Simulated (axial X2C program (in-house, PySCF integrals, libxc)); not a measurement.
**FeAl: bond curves with and without spin–orbit coupling, part 1 of 2**

What are the state, bond length, wavenumber and bond energy of FeAl, and what does spin–orbit coupling change?

The runs use an in-house X2C program for linear molecules on PySCF integrals; all-electron X2C, Fe dyall-v3z, Al dyall-v3z.

All values are calculated.

### 1 The job

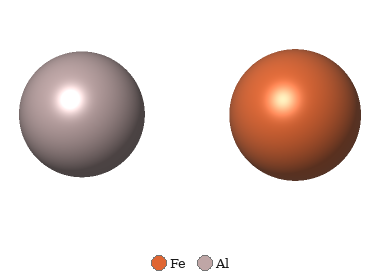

The two atoms at 2.420 Å (iron orange, aluminium light grey).

Input file task.json:

```json
{"zs": [26, 13], "q": 0, "bas": ["dyall-v3z", "dyall-v3z"], "levels": ["PBE0", "HF", "BLYP", "r2SCAN0"], "cc": false, "r0": 2.42, "npts": 10, "nst": 2, "ntry": 6, "opt": {"gaunt": 0}}
```

Keys: zs atomic numbers; q charge; bas basis sets; levels methods (HF also brings MP2); cc coupled cluster on or off; r0 starting distance in Å; npts points asked for on the curve; nst determinants followed; ntry starts of the search; gaunt Gaunt term on or off.

On the command line:

```console
$ python so2c.py task.json out
```

Spin-free means the one-electron spin-free X2C Hamiltonian; two-component (2c) means X2C with spin–orbit coupling and atomic mean-field two-electron Coulomb terms, the Gaunt term switched off. Basis: Fe dyall-v3z contracted to [9s10p6d3f2g], Al dyall-v3z contracted to [8s8p2d1f]; Gaussian nuclei, density fitting. Masses: Fe 55.935 u, Al 26.982 u.

Notation: σ, π±, δ± give the projection m of an orbital's angular momentum (0, ±1, ±2), α and β its spin, Λ and M_S the sums; ω is the projection of a spinor's total angular momentum and Ω the sum. Logs are in hartree.

The results follow Hamiltonian by Hamiltonian and level by level.

### 2 Search for the lowest determinant

Determinants are compared with PBE0 at 2.420 Å.

Spin-free determinants:

| ΔE (eV) | state | open shells |
| --- | --- | --- |
| 0.00 | M_S = 3/2, Λ = 0 | beyond closed shells: σα, δ+α, δ-α |
| 0.50 | M_S = 3/2, Λ = 1 | beyond closed shells: π+α, π+β, π-α, δ+α, δ-α |
| 0.66 | M_S = 3/2, Λ = 3 | beyond closed shells: σα, π+α, π+β, π-α, δ+α, δ+β, δ-α |
| 0.73 | M_S = 3/2, Λ = 2 | beyond closed shells: π+α, π-α, δ+α, δ+β, δ-α |
| 0.77 | M_S = 3/2, Λ = 1 | beyond closed shells: σα, π+α, π-α, π-β, δ+α, δ+β, δ-α |
| 0.97 | M_S = 5/2, Λ = 1 | beyond closed shells: 2 × σα, π+α, δ+α, δ-α |
| 1.14 | M_S = 5/2, Λ = 0 | beyond closed shells: σα, π+α, π+β, 2 × π-α, δ+α, δ-α |

Two-component determinants:

```
ΔE (eV)    state                                        open shells
   0.00  Ω = 3/2   excess of +ω over −ω: ω = 1/2, ω = -3/2, ω = 5/2
   0.49  Ω = 5/2                      excess of +ω over −ω: ω = 5/2
   0.52  Ω = 1/2  excess of +ω over −ω: ω = -1/2, ω = -3/2, ω = 5/2
   0.60  Ω = 9/2    excess of +ω over −ω: ω = 1/2, ω = 3/2, ω = 5/2
   0.68  Ω = 7/2   excess of +ω over −ω: ω = -1/2, ω = 3/2, ω = 5/2
   0.73  Ω = 3/2                      excess of +ω over −ω: ω = 3/2
   0.73  Ω = 5/2                      excess of +ω over −ω: ω = 5/2
```

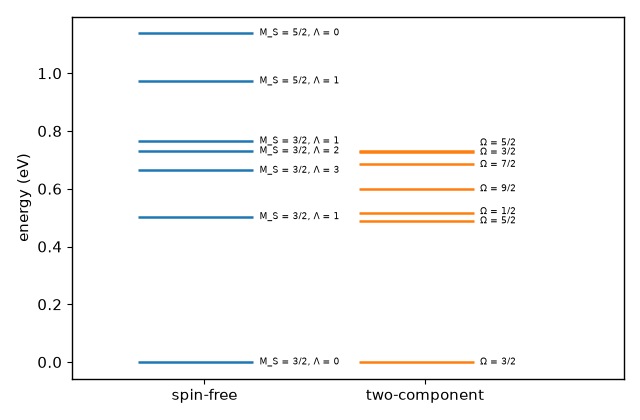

The determinants found, each set from its own lowest.

### 3 PBE0, spin-free

State followed: M_S = 3/2, Λ = 0 (beyond closed shells: σα, δ+α, δ-α). The scan is laid around 2.419 Å, a first estimate of the minimum, and this SCF restarts from the orbitals of the search.

Output at 2.419 Å:

```text
spin-free X2C-1e  PBE0
basis functions 157  fitting functions 917  grid points 5081
iter        total energy     max residual
   1      -1515.173669482     5.66e-02
   2      -1515.174253202     1.90e-04
   3      -1515.174253491     1.44e-04
   4      -1515.174253750     6.16e-05
   5      -1515.174253796     3.11e-05
   6      -1515.174253810     1.13e-05
   7      -1515.174253813     5.39e-06
converged
one-electron -2243.57631949  Coulomb 729.02169121  exact exchange -18.24373610  xc functional -56.31631823  nuclear repulsion 73.94042881
```

Along the bond, energies from the lowest point:

```
R (Å)  E (eV)  μ (D)  HOMO (eV)  LUMO (eV)  iterations
2.104  0.4233  -1.10      -4.68      -2.06          44
2.201  0.1764  -1.05      -4.74      -2.00          42
2.274  0.0698  -0.99      -4.78      -1.96          29
2.346  0.0148  -0.92      -4.82      -1.93          27
2.419  0.0000  -0.82      -4.85      -1.90           7
2.504  0.0217  -0.69      -4.87      -1.87          25
2.588  0.0749  -0.54      -4.89      -1.89          19
2.697  0.1754  -0.33      -4.75      -1.92          21
2.830  0.3296  -0.05      -4.57      -1.97          20
3.024  0.5833   0.37      -4.34      -2.05          20
```

Dipoles are positive if Al is the positive end.

Outer orbitals at the reference distance:

```json
{"symmetry": "σα", "occupied": "yes", "ε (eV)": "-9.41", "atomic character": "54% Fe d, 31% Al s, 9% Fe s"}
{"symmetry": "σβ", "occupied": "yes", "ε (eV)": "-9.39", "atomic character": "63% Al s, 18% Fe s, 13% Fe p"}
{"symmetry": "δ+α", "occupied": "yes", "ε (eV)": "-9.25", "atomic character": "100% Fe d"}
{"symmetry": "δ-α", "occupied": "yes", "ε (eV)": "-9.25", "atomic character": "100% Fe d"}
{"symmetry": "σα", "occupied": "yes", "ε (eV)": "-8.05", "atomic character": "46% Fe d, 31% Al s, 16% Fe s"}
{"symmetry": "π+α", "occupied": "yes", "ε (eV)": "-7.99", "atomic character": "98% Fe d"}
{"symmetry": "π-α", "occupied": "yes", "ε (eV)": "-7.99", "atomic character": "98% Fe d"}
{"symmetry": "π-β", "occupied": "yes", "ε (eV)": "-5.25", "atomic character": "81% Fe d, 14% Al p, 2% Fe p"}
{"symmetry": "π+β", "occupied": "yes", "ε (eV)": "-5.25", "atomic character": "81% Fe d, 14% Al p, 2% Fe p"}
{"symmetry": "σα", "occupied": "yes", "ε (eV)": "-5.13", "atomic character": "41% Fe s, 33% Al p, 12% Fe p"}
{"symmetry": "σβ", "occupied": "yes", "ε (eV)": "-4.85", "atomic character": "60% Al p, 25% Fe s, 9% Al s"}
{"symmetry": "π-α", "occupied": "no", "ε (eV)": "-1.90", "atomic character": "61% Al p, 36% Fe p, 2% Fe d"}
{"symmetry": "π+α", "occupied": "no", "ε (eV)": "-1.90", "atomic character": "61% Al p, 36% Fe p, 2% Fe d"}
{"symmetry": "π-β", "occupied": "no", "ε (eV)": "-1.85", "atomic character": "59% Al p, 23% Fe p, 18% Fe d"}
{"symmetry": "π+β", "occupied": "no", "ε (eV)": "-1.85", "atomic character": "59% Al p, 23% Fe p, 18% Fe d"}
```

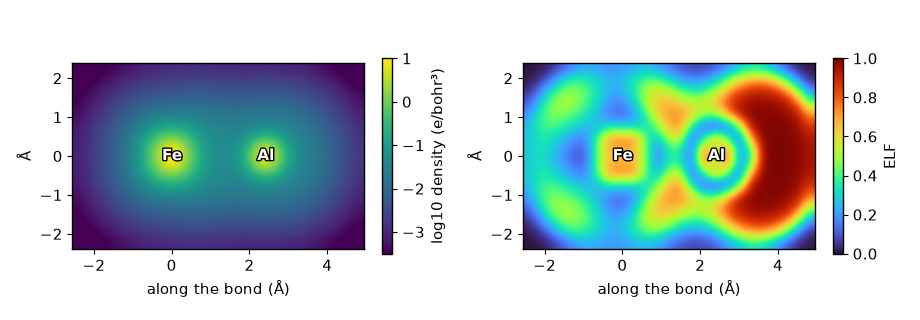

PBE0 fields in a plane through the axis, from a grid of 0.3 Å; Fe lies at z = 0 and Al at z = 2.419 Å; the ELF is damped to zero where the density is low.

Re = 2.414 Å, ωe = 299.9 cm⁻¹, ωexe = 1.18 cm⁻¹, Be = 0.1589 cm⁻¹, De = 1.48 eV, μ = -0.83 D.

### 4 HF, spin-free

The SCF at the reference distance of 2.419 Å:

```text
spin-free X2C-1e  HF
basis functions 157  fitting functions 917  grid points 5081
iter        total energy     max residual
   1      -1513.589143890     2.16e-01
   2      -1513.618798266     1.34e-02
   3      -1513.622748343     5.88e-02
   4      -1513.627711257     2.28e-02
   5      -1513.630393173     6.88e-03
   6      -1513.633391115     3.06e-02
   7      -1513.634752839     2.03e-02
   8      -1513.636672094     9.84e-03
   9      -1513.637483415     1.60e-02
  10      -1513.638714046     1.15e-02
  11      -1513.638989162     3.21e-03
  12      -1513.639072148     1.50e-03
  13      -1513.639101544     1.35e-03
  14      -1513.639197242     2.62e-03
  15      -1513.639571654     1.03e-02
  16      -1513.639834264     1.36e-02
  17      -1513.640590870     2.07e-02
  18      -1513.642482884     2.24e-02
  19      -1513.645657684     4.98e-02
  20      -1513.648750335     4.13e-02
  21      -1513.656421825     1.70e-02
  22      -1513.663056010     1.40e-02
  23      -1513.667330178     1.53e-02
  24      -1513.674281367     8.05e-03
  25      -1513.679211016     6.44e-03
  26      -1513.680254117     3.64e-03
  27      -1513.680770570     1.63e-03
  28      -1513.680824536     9.47e-04
  29      -1513.680850239     4.97e-04
  30      -1513.680856503     2.73e-04
  31      -1513.680858170     1.16e-04
  32      -1513.680858470     3.16e-05
  33      -1513.680858519     1.98e-05
  34      -1513.680858536     1.08e-05
  35      -1513.680858539     4.49e-06
  36      -1513.680858539     1.73e-06
converged
one-electron -2240.80125504  Coulomb 726.36121155  exact exchange -73.18124386  xc functional 0.00000000  nuclear repulsion 73.94042881
```

No constants are quoted: the solution changes its character somewhere along the scan, so the fit is set aside.

### 5 BLYP, spin-free

Output at 2.419 Å:

```text
spin-free X2C-1e  BLYP
basis functions 157  fitting functions 917  grid points 5081
iter        total energy     max residual
   1      -1515.627496083     9.61e-02
   2      -1515.630729643     3.09e-02
   3      -1515.634676339     3.75e-02
   4      -1515.635375092     9.03e-03
   5      -1515.636670989     1.28e-02
   6      -1515.636923969     4.71e-03
   7      -1515.636967490     7.82e-04
   8      -1515.636972574     6.86e-04
   9      -1515.636975296     2.24e-04
  10      -1515.636975702     4.83e-05
  11      -1515.636975773     3.01e-05
  12      -1515.636975791     9.03e-06
  13      -1515.636975792     3.33e-06
converged
one-electron -2243.30990443  Coulomb 728.70927230  exact exchange 0.00000000  xc functional -74.97677247  nuclear repulsion 73.94042881
```

Re = 2.426 Å, ωe = 285.1 cm⁻¹, ωexe = 1.35 cm⁻¹, Be = 0.1573 cm⁻¹, De = 2.20 eV, μ = -0.14 D.

### 6 r2SCAN0, spin-free

Output at 2.419 Å:

```text
spin-free X2C-1e  r2SCAN0
basis functions 157  fitting functions 917  grid points 5081
iter        total energy     max residual
   1      -1515.401330962     7.46e-02
   2      -1515.403145283     7.70e-03
   3      -1515.403509293     1.96e-02
   4      -1515.403853442     7.26e-03
   5      -1515.404134498     6.03e-03
   6      -1515.404172303     2.06e-03
   7      -1515.404178937     2.32e-04
   8      -1515.404180235     2.75e-04
   9      -1515.404180527     1.24e-04
  10      -1515.404180596     3.62e-05
  11      -1515.404180608     3.08e-05
  12      -1515.404180610     2.59e-06
converged
one-electron -2243.49104736  Coulomb 728.97218727  exact exchange -18.25649950  xc functional -56.56924984  nuclear repulsion 73.94042881
```

Re = 2.407 Å, ωe = 306 cm⁻¹, ωexe = 1.19 cm⁻¹, Be = 0.1598 cm⁻¹, De = 1.31 eV, μ = -0.75 D. ⟨S²⟩ = 4.35 against 3.75 for a pure state, so this determinant mixes spins.

### 7 Correlated methods, spin-free

Correlated methods: 11 electrons correlated (frozen shells, counted by type: Fe 3 s, 2 p; Al 2 s, 1 p), 237 virtual spinors in MP2.

MP2: No constants are quoted: the reference changes its character somewhere along the scan, so the fit is set aside.

### 8 A higher determinant, spin-free

State: M_S = 3/2, Λ = 1 (beyond closed shells: π+α, π+β, π-α, δ+α, δ-α).

Output at the reference distance:

```text
spin-free X2C-1e  PBE0
basis functions 157  fitting functions 917  grid points 5081
iter        total energy     max residual
   1      -1515.155145641     5.82e-02
   2      -1515.155745339     2.01e-04
   3      -1515.155745578     2.09e-04
   4      -1515.155745805     8.58e-05
   5      -1515.155745872     4.65e-05
   6      -1515.155745899     2.57e-05
   7      -1515.155745908     1.06e-05
converged
one-electron -2242.59212631  Coulomb 728.02090238  exact exchange -18.24114596  xc functional -56.28380483  nuclear repulsion 73.94042881
```

```
R (Å)  E above the lowest PBE0 point (eV)
2.104                               1.090
2.201                               0.788
2.274                               0.644
2.346                               0.553
2.419                               0.504
2.504                               0.487
2.588                               0.502
2.697                               0.555
2.830                               0.650
```

Re = 2.501 Å, ωe = 260.3 cm⁻¹, ωexe = 1.51 cm⁻¹, Be = 0.148 cm⁻¹, μ = -0.77 D. ⟨S²⟩ = 4.32 against 3.75 for a pure state, so this determinant mixes spins. Te = 0.49 eV.

(Continued in part 2 of 2.)
